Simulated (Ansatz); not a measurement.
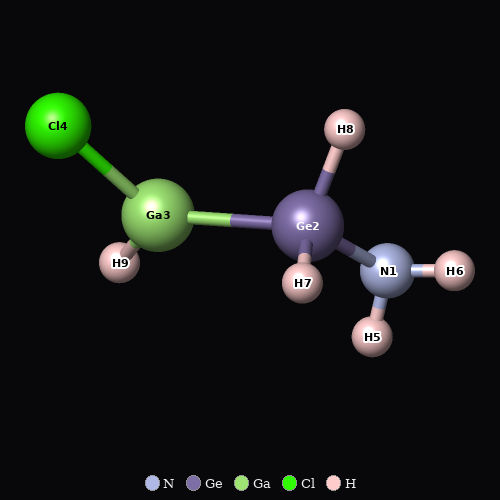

The system is ClGaGeH5N, SMILES [NH2][GeH2][GaH][Cl]; the picture shows the reference structure. First axis: dihedral H5–N1–Ge2–Ga3. Second axis: dihedral N1–Ge2–Ga3–Cl4. Nothing is relaxed (all other coordinates rigid). Grid: 10 × 10 points. Points are written as (first, second). Energies are in kcal/mol, from the lowest grid point. Method: RKS PBE-D4/def2-SVP (Ansatz 0.2.0).

Its coordinates:

```xyz
9

N    -0.8534    1.5852   -0.1204
Ge   -0.2571    0.0373    0.7419
Ga    0.8822   -1.2821   -0.9773
Cl    1.1461   -3.4065   -0.5409
H    -0.0779    2.1807   -0.4360
H    -1.4475    2.1654    0.4857
H     0.6695    0.2688    1.9866
H    -1.5385   -0.6829    1.2425
H     1.4766   -0.8658   -2.3820
```

Range: dihedral H5–N1–Ge2–Ga3 from −180 to 144°; dihedral N1–Ge2–Ga3–Cl4 from −180 to 144°.

What landscape does the calculation give?

The lowest grid point is at (−72°, 36°). The bottom of the well lies between grid points, at about (−55°, 30°), about 0.28 kcal/mol lower on the interpolated surface. There are further wells near (−72°, −144°) (0.36 kcal/mol above the lowest at that grid point); (108°, 0°) (1.03 kcal/mol above the lowest at that grid point). The highest grid point, (−180°, 72°), lies 3.73 kcal/mol above the lowest. On the interpolated surface the easiest way out of the lowest well to the well at about (−70°, −160°) passes a barrier of about 1.2 kcal/mol, counted from the interpolated bottom of the well. Round the minimum the valley is somewhat tilted: raising dihedral H5–N1–Ge2–Ga3 shifts the best value of dihedral N1–Ge2–Ga3–Cl4 downwards (coupling k₁₂/√(k₁₁k₂₂) about 0.4).

| dihedral N1–Ge2–Ga3–Cl4 ↓, dihedral H5–N1–Ge2–Ga3 → | −180 | −144 | −108 | −72 | −36 | 0 | 36 | 72 | 108 | 144 |
| --- | --- | --- | --- | --- | --- | --- | --- | --- | --- | --- |
| 144 | 2.63 | 2.59 | 1.75 | 0.76 | 1.48 | 2.51 | 2.29 | 2.08 | 2.66 | 2.86 |
| 108 | 3.21 | 2.91 | 1.84 | 0.84 | 1.74 | 2.88 | 2.40 | 2.02 | 2.87 | 3.44 |
| 72 | 3.73 | 3.35 | 1.81 | 0.34 | 1.18 | 2.73 | 2.36 | 1.65 | 2.51 | 3.57 |
| 36 | 3.60 | 3.69 | 2.07 | 0.00 | 0.08 | 1.79 | 2.05 | 1.14 | 1.47 | 2.81 |
| 0 | 2.66 | 3.49 | 2.55 | 0.68 | 0.25 | 0.92 | 1.42 | 1.22 | 1.03 | 1.58 |
| −36 | 2.08 | 2.94 | 2.57 | 1.44 | 1.53 | 1.80 | 1.39 | 1.55 | 1.98 | 1.79 |
| −72 | 2.75 | 2.86 | 2.24 | 1.43 | 2.16 | 2.93 | 2.21 | 1.87 | 2.68 | 3.00 |
| −108 | 3.33 | 3.04 | 1.89 | 0.89 | 1.88 | 3.19 | 2.69 | 2.05 | 2.76 | 3.45 |
| −144 | 3.16 | 2.92 | 1.61 | 0.36 | 1.21 | 2.77 | 2.67 | 2.02 | 2.44 | 3.11 |
| −180 | 2.67 | 2.66 | 1.60 | 0.38 | 1.03 | 2.35 | 2.41 | 2.05 | 2.34 | 2.66 |

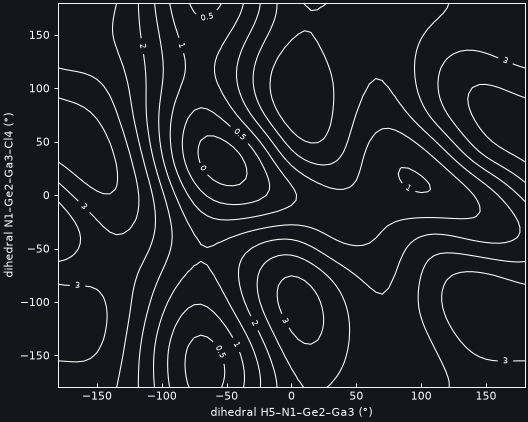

In the figure: contour lines labelled in kcal/mol. Between grid points the surface is interpolated.

The whole map (100 points run) took 11 min on 1 thread of Arm Neoverse V2 (shared host).
